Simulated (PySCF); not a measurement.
# H2PS: EPR parameters at several levels of theory

How much do the EPR parameters of H2PS (`[PH2]=S`) depend on the level of theory, and what does each level cost?

The runs use PySCF 2.14.0, with density-fitted response routines of our own; the level of theory stands in each step. All values are computed, except where a source is named. Atoms are numbered from 0 throughout.

## 1. Starting geometry

4 atoms, charge 0, multiplicity 2; geometry from: GFN2-xTB.

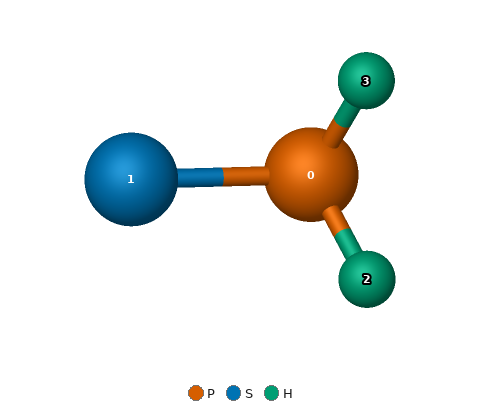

As it starts; phosphorus orange, sulfur blue, hydrogen teal, atoms numbered; sticks join atoms by distance.

## 2. Relaxing the molecule at PBE0-D3(BJ)/def2-SVP

The job: settings as JSON, then the geometry in Å.

```
{"job": {"xc": "PBE0", "basis": "def2-SVP", "d3": "d3bj", "grid": 1, "kind": "geom"}, "charge": 0, "multiplicity": 2}
P     -0.278650    -0.187660    -0.640680
S      1.693640    -0.185020    -0.455450
H     -0.656630     1.130610    -0.374800
H     -0.737890    -0.748380     0.553580
```

What it wrote:

```text
step   0  E = -740.21447713  max force = 0.014811
step   1  E = -740.21666067  max force = 0.005569
step   2  E = -740.21674608  max force = 0.003503
step   3  E = -740.21679618  max force = 0.000348
step   4  E = -740.21679815  max force = 0.000100
optimisation converged
```

Run time: 7.4 s. Hardware: 1 thread, shared host.

Relaxation path:

```tsv
step	energy from step 0 (eV)	largest force component (eV/Å)
0	0.0000	0.7616
1	-0.0594	0.2864
2	-0.0617	0.1801
3	-0.0631	0.0179
4	-0.0632	0.0051
```

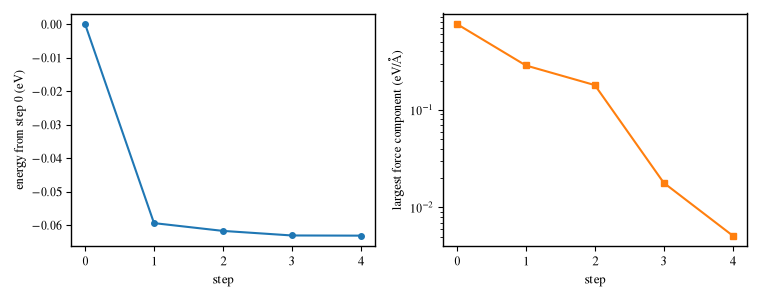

Energy and largest force along the relaxation.

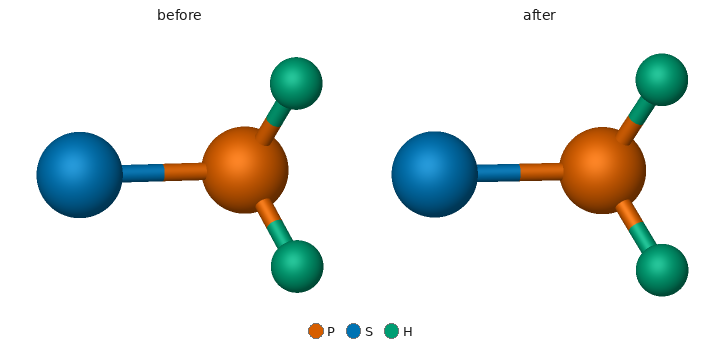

Before and after, at one scale.

Close pairs (by a distance rule), those that changed most:

```tsv
bond	before (Å)	after (Å)	change (Å)
P0–H2	1.397	1.426	+0.029
P0–H3	1.397	1.426	+0.029
P0–S1	1.981	1.983	+0.002
```

The final coordinates are the input of the step that follows.

```tsv
at the end point	value
point group (found at 0.08 Å tolerance)	Cs
rotational constants (GHz, main isotopes)	145.2, 7.491, 7.348
dipole moment (D)	2.12
⟨S²⟩	0.755
```

## 3. g tensor and hyperfine couplings: B3LYP/IGLO-III+pcH-1

The job: settings as JSON, then the geometry in Å.

```
{"job": {"kind": "epr"}, "charge": 0, "multiplicity": 2}
P     -0.228017    -0.163026    -0.586814
S      1.752163    -0.209040    -0.487787
H     -0.705475     1.167800    -0.404345
H     -0.798200    -0.786185     0.561596
```

With the program's defaults for keys left out, this is: UKS B3LYP, IGLO-III on P S, pcH-1 on H, non-relativistic, mean-field spin-orbit, GIAO.

What it wrote:

```text
UKS, coarse grid
  cycle   1  E = -740.74077068  |g| = 2.48e-01
  cycle   2  E = -740.64547486  |g| = 4.46e-01
  cycle   3  E = -740.77653921  |g| = 3.65e-02
  cycle   4  E = -740.77712919  |g| = 1.75e-02
  cycle   5  E = -740.77731155  |g| = 7.98e-03
  cycle   6  E = -740.77735417  |g| = 2.24e-03
  cycle   7  E = -740.77736010  |g| = 4.22e-04
UKS, final grid
  cycle   1  E = -740.77736041  |g| = 5.13e-04
  cycle   2  E = -740.77736004  |g| = 9.59e-04
  cycle   3  E = -740.77736060  |g| = 8.01e-05
  cycle   4  E = -740.77736061  |g| = 4.26e-05
  cycle   5  E = -740.77736061  |g| = 6.36e-06
internal stability: stable
E = -740.77736061 Eh   <S^2> = 0.7557 (exact 0.7500)
g shifts (ppm)      1          2          3
  rmc          -214       -214       -214
  gc             -7         60         57
  oz_so        -382      22102      46089
  total        -602      21948      45934
hyperfine (MHz)  atom isotope    a_iso     a_fc   dipolar eigenvalues
    0   31P     702.73     702.73   -105.56   -100.88    206.44
    1   33S      12.39      12.39    -61.86    -59.69    121.55
    2    1H      82.46      82.46     -4.03     -1.10      5.13
    3    1H      82.42      82.42     -4.03     -1.10      5.13
```

Wall time 17 s (1 thread, shared host).

Principal g values 2.00172, 2.02427, 2.04825; g(iso) = 2.02475, against 2.00232 for a free electron. They are not to be trusted: the run shows a large g shift, which the driver flags as unsure.

Mean a(iso) over the nuclei that a row names, and the largest dipolar term of the row (other rows stand at the frozen geometry):

```tsv
nuclei	isotope	a(iso) (MHz)	a(iso) (G, at g = 2.0023)	largest dipolar term (MHz)
P0	31P	702.7	250.8	206.4
H2, H3	1H	82.4	29.4	5.1
S1	33S	12.4	4.4	121.5
```

Mulliken spin populations:

```tsv
atom	value (e)
P0	0.28
S1	0.65
H2	0.04
H3	0.04
```

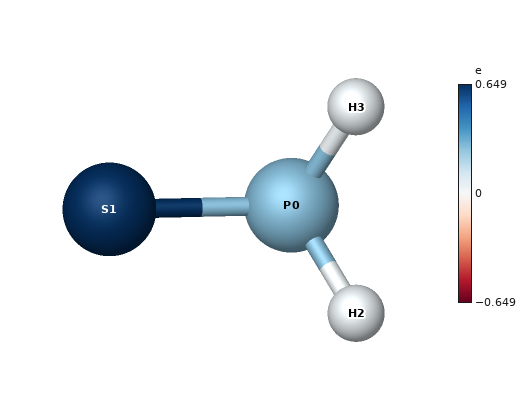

Mulliken spin populations, as colours on the atoms.

## 4. g tensor and hyperfine couplings: PBE/IGLO-III+pcH-1

The job, as its differences from that of step 3:

```diff
@@ -1,2 +1,2 @@
-{"job": {"kind": "epr"}, "charge": 0, "multiplicity": 2}
+{"job": {"kind": "epr", "xc": "PBE"}, "charge": 0, "multiplicity": 2}
 P     -0.228017    -0.163026    -0.586814
```

Method: UKS PBE, IGLO-III on P S, pcH-1 on H, non-relativistic, mean-field spin-orbit, GIAO.

What it wrote:

```text
UKS, coarse grid
  cycle   1  E = -740.37766838  |g| = 2.58e-01
  cycle   2  E = -740.20471943  |g| = 5.35e-01
  cycle   3  E = -740.40348894  |g| = 9.52e-02
  cycle   4  E = -740.40818940  |g| = 4.39e-02
  cycle   5  E = -740.40924636  |g| = 1.10e-02
  cycle   6  E = -740.40931459  |g| = 1.59e-03
  cycle   7  E = -740.40931469  |g| = 9.85e-04
UKS, final grid
  cycle   1  E = -740.40930748  |g| = 1.84e-03
  cycle   2  E = -740.40929408  |g| = 4.72e-03
  cycle   3  E = -740.40930952  |g| = 7.01e-04
  cycle   4  E = -740.40930981  |g| = 3.42e-05
  cycle   5  E = -740.40930981  |g| = 9.45e-06
internal stability: stable
E = -740.40930981 Eh   <S^2> = 0.7532 (exact 0.7500)
g shifts (ppm)      1          2          3
  rmc          -205       -205       -205
  gc             -7         59         56
  oz_so        -362      20717      40284
  total        -572      20570      40136
hyperfine (MHz)  atom isotope    a_iso     a_fc   dipolar eigenvalues
    0   31P     691.17     691.17   -103.94   -101.59    205.53
    1   33S       1.73       1.73    -56.97    -55.50    112.47
    2    1H      76.24      76.24     -4.39     -0.99      5.38
    3    1H      76.20      76.20     -4.39     -0.99      5.38
```

Run time: 10 s. Hardware: 1 thread, shared host.

Key values: g(iso) 2.02236, not to be trusted: the run shows a large g shift, which the driver flags as unsure.

## 5. EPR parameters: PBE0/IGLO-III+pcH-1

The job: settings as JSON, then the geometry in Å.

```
{"job": {"kind": "epr", "xc": "PBE0"}, "charge": 0, "multiplicity": 2}
P     -0.228017    -0.163026    -0.586814
S      1.752163    -0.209040    -0.487787
H     -0.705475     1.167800    -0.404345
H     -0.798200    -0.786185     0.561596
```

Level: UKS PBE0, IGLO-III on P S, pcH-1 on H, non-relativistic, mean-field spin-orbit, GIAO.

What it wrote:

```text
UKS, coarse grid
  cycle   1  E = -740.43133285  |g| = 2.42e-01
  cycle   2  E = -740.36289994  |g| = 3.96e-01
  cycle   3  E = -740.46577570  |g| = 3.65e-02
  cycle   4  E = -740.46646094  |g| = 1.47e-02
  cycle   5  E = -740.46662183  |g| = 7.94e-03
  cycle   6  E = -740.46667289  |g| = 2.59e-03
  cycle   7  E = -740.46668357  |g| = 5.31e-04
  cycle   8  E = -740.46668433  |g| = 2.84e-04
UKS, final grid
  cycle   1  E = -740.46667948  |g| = 2.95e-04
  cycle   2  E = -740.46667941  |g| = 4.89e-04
  cycle   3  E = -740.46667955  |g| = 5.37e-05
  cycle   4  E = -740.46667955  |g| = 3.34e-05
  cycle   5  E = -740.46667955  |g| = 3.52e-06
internal stability: stable
E = -740.46667955 Eh   <S^2> = 0.7577 (exact 0.7500)
g shifts (ppm)      1          2          3
  rmc          -211       -211       -211
  gc             -8         59         56
  oz_so        -363      21590      42533
  total        -580      21439      42380
hyperfine (MHz)  atom isotope    a_iso     a_fc   dipolar eigenvalues
    0   31P     663.49     663.49   -106.34   -100.39    206.73
    1   33S       8.84       8.84    -61.02    -58.50    119.53
    2    1H      75.33      75.33     -4.10     -0.94      5.04
    3    1H      75.29      75.29     -4.09     -0.94      5.04
```

It took 11 s on 1 thread, shared host.

This run: g(iso) 2.02340, not to be trusted: the run shows a large g shift, which the driver flags as unsure.

## 6. g tensor and hyperfine couplings: BHandHLYP/IGLO-III+pcH-1

The job: settings as JSON, then the geometry in Å.

```
{"job": {"kind": "epr", "xc": "BHandHLYP"}, "charge": 0, "multiplicity": 2}
P     -0.228017    -0.163026    -0.586814
S      1.752163    -0.209040    -0.487787
H     -0.705475     1.167800    -0.404345
H     -0.798200    -0.786185     0.561596
```

Method: UKS BHandHLYP, IGLO-III on P S, pcH-1 on H, non-relativistic, mean-field spin-orbit, GIAO.

What it wrote:

```text
UKS, coarse grid
  cycle   1  E = -740.68341696  |g| = 2.45e-01
  cycle   2  E = -740.66813560  |g| = 3.11e-01
  cycle   3  E = -740.72738013  |g| = 2.63e-02
  cycle   4  E = -740.72834844  |g| = 1.26e-02
  cycle   5  E = -740.72874391  |g| = 7.09e-03
  cycle   6  E = -740.72885768  |g| = 4.21e-03
  cycle   7  E = -740.72891099  |g| = 1.52e-03
  cycle   8  E = -740.72891873  |g| = 4.33e-04
UKS, final grid
  cycle   1  E = -740.72891994  |g| = 2.73e-04
  cycle   2  E = -740.72892016  |g| = 2.51e-04
  cycle   3  E = -740.72892023  |g| = 1.30e-04
  cycle   4  E = -740.72892035  |g| = 4.58e-05
  cycle   5  E = -740.72892035  |g| = 1.51e-05
internal stability: stable
E = -740.72892035 Eh   <S^2> = 0.7626 (exact 0.7500)
g shifts (ppm)      1          2          3
  rmc          -220       -220       -220
  gc            -10         61         57
  oz_so        -379      22867      49587
  total        -607      22707      49426
hyperfine (MHz)  atom isotope    a_iso     a_fc   dipolar eigenvalues
    0   31P     652.56     652.56   -106.66    -97.02    203.68
    1   33S      22.70      22.70    -67.17    -63.71    130.87
    2    1H      82.35      82.35     -3.57     -0.98      4.55
    3    1H      82.31      82.31     -3.57     -0.98      4.55
```

Run time: 9 s. Hardware: 1 thread, shared host.

Key values: g(iso) 2.02616, not to be trusted: the run shows a large g shift, which the driver flags as unsure.

## 7. g tensor and hyperfine couplings: HF/IGLO-III+pcH-1

The job: settings as JSON, then the geometry in Å.

```
{"job": {"kind": "epr", "xc": "HF"}, "charge": 0, "multiplicity": 2}
P     -0.228017    -0.163026    -0.586814
S      1.752163    -0.209040    -0.487787
H     -0.705475     1.167800    -0.404345
H     -0.798200    -0.786185     0.561596
```

Level: UKS HF, IGLO-III on P S, pcH-1 on H, non-relativistic, mean-field spin-orbit, GIAO.

What it wrote:

```text
UKS, final grid
  cycle   1  E = -739.35889550  |g| = 2.74e-01
  cycle   2  E = -739.40365321  |g| = 1.76e-01
  cycle   3  E = -739.42183879  |g| = 3.91e-02
  cycle   4  E = -739.42487528  |g| = 2.10e-02
  cycle   5  E = -739.42626923  |g| = 1.37e-02
  cycle   6  E = -739.42726271  |g| = 9.68e-03
  cycle   7  E = -739.42788138  |g| = 5.54e-03
  cycle   8  E = -739.42813302  |g| = 3.21e-03
  cycle   9  E = -739.42821821  |g| = 1.56e-03
  cycle  10  E = -739.42823590  |g| = 7.20e-04
  cycle  11  E = -739.42823912  |g| = 2.48e-04
  cycle  12  E = -739.42823935  |g| = 1.05e-04
  cycle  13  E = -739.42823938  |g| = 5.04e-05
  cycle  14  E = -739.42823939  |g| = 2.39e-05
  cycle  15  E = -739.42823939  |g| = 1.19e-05
  cycle  16  E = -739.42823939  |g| = 3.90e-06
internal stability: stable
E = -739.42823939 Eh   <S^2> = 0.7837 (exact 0.7500)
g shifts (ppm)      1          2          3
  rmc          -225       -225       -225
  gc            -14         60         57
  oz_so        -294      21335      47990
  total        -531      21170      47823
hyperfine (MHz)  atom isotope    a_iso     a_fc   dipolar eigenvalues
    0   31P     489.03     489.03   -103.00    -77.48    180.48
    1   33S      45.42      45.42    -75.55    -69.75    145.29
    2    1H      76.04      76.04     -2.68     -0.32      3.00
    3    1H      76.00      76.00     -2.68     -0.32      3.00
```

Run time: 6.2 s. Hardware: 1 thread, shared host.

Key values: g(iso) 2.02514, not to be trusted: the run shows a large g shift, which the driver flags as unsure.

## 8. g tensor and hyperfine couplings: CAM-B3LYP/IGLO-III+pcH-1

The job: settings as JSON, then the geometry in Å.

```
{"job": {"kind": "epr", "xc": "CAM-B3LYP"}, "charge": 0, "multiplicity": 2}
P     -0.228017    -0.163026    -0.586814
S      1.752163    -0.209040    -0.487787
H     -0.705475     1.167800    -0.404345
H     -0.798200    -0.786185     0.561596
```

Level: UKS CAM-B3LYP, IGLO-III on P S, pcH-1 on H, non-relativistic, mean-field spin-orbit, GIAO.

What it wrote:

```text
UKS, coarse grid
  cycle   1  E = -740.70374932  |g| = 2.69e-01
  cycle   2  E = -740.68482027  |g| = 3.40e-01
  cycle   3  E = -740.75069130  |g| = 2.83e-02
  cycle   4  E = -740.75149466  |g| = 1.17e-02
  cycle   5  E = -740.75185035  |g| = 6.57e-03
  cycle   6  E = -740.75196603  |g| = 3.72e-03
  cycle   7  E = -740.75201008  |g| = 1.38e-03
  cycle   8  E = -740.75201753  |g| = 4.09e-04
UKS, final grid
  cycle   1  E = -740.75201824  |g| = 2.73e-04
  cycle   2  E = -740.75201840  |g| = 2.84e-04
  cycle   3  E = -740.75201847  |g| = 1.15e-04
  cycle   4  E = -740.75201856  |g| = 4.84e-05
  cycle   5  E = -740.75201856  |g| = 1.34e-05
internal stability: stable
E = -740.75201856 Eh   <S^2> = 0.7592 (exact 0.7500)
g shifts (ppm)      1          2          3
  rmc          -217       -217       -217
  gc             -8         61         58
  oz_so        -387      23590      51599
  total        -609      23434      51443
hyperfine (MHz)  atom isotope    a_iso     a_fc   dipolar eigenvalues
    0   31P     647.35     647.35   -106.94    -98.83    205.77
    1   33S       5.92       5.92    -65.39    -62.63    128.03
    2    1H      81.30      81.30     -3.82     -1.06      4.88
    3    1H      81.25      81.25     -3.81     -1.06      4.88
```

Run time: 11 s. Hardware: 1 thread, shared host.

Key values: g(iso) 2.02708, not to be trusted: the run shows a large g shift, which the driver flags as unsure.

## 9. Side by side: EPR parameters

g, ⟨S²⟩ and isotropic hyperfine couplings (MHz), with basis size and wall time; * marks a run flagged for spin contamination, instability or a large g shift:

```tsv
run	g(iso)	⟨S²⟩	31P P0	1H H2 (mean)	33S S1	functions	time
B3LYP/IGLO-III+pcH-1*	2.02475	0.756	702.7	82.4	12.4	108	17 s
PBE/IGLO-III+pcH-1*	2.02236	0.753	691.2	76.2	1.7	108	10 s
PBE0/IGLO-III+pcH-1*	2.02340	0.758	663.5	75.3	8.8	108	11 s
BHandHLYP/IGLO-III+pcH-1*	2.02616	0.763	652.6	82.3	22.7	108	9 s
HF/IGLO-III+pcH-1*	2.02514	0.784	489.0	76.0	45.4	108	6.2 s
CAM-B3LYP/IGLO-III+pcH-1*	2.02708	0.759	647.4	81.3	5.9	108	11 s
```

## 10. Results

```
                            quantity                                            value
                         point group                                               Cs
rotational constants (main isotopes)                           145.20, 7.49, 7.35 GHz
                      g(iso) (B3LYP)                                          2.02475
                                ⟨S²⟩                               0.756 (exact 0.75)
  largest a(iso) (averaged by class)                             31P on P0, 702.7 MHz
       property runs in this session  6, of which 0 failed and 6 gave unsound results
```

**Reading.** Single values in the summary come from the first run of each kind that ended normally (B3LYP/IGLO-III+pcH-1), which need not be the best level. Over 4 steps the energy fell by 0.063 eV; of the close pairs, P0–H2 changed most, 1.397 to 1.426 Å. No frequency check was run at this level, so the end point may be a saddle. The largest share of the spin, 0.65 e, sits on S1. The isotropic g lies 22.4 ppt above the free-electron value. These values are not to be trusted: the run shows a large g shift, which the driver flags as unsure.
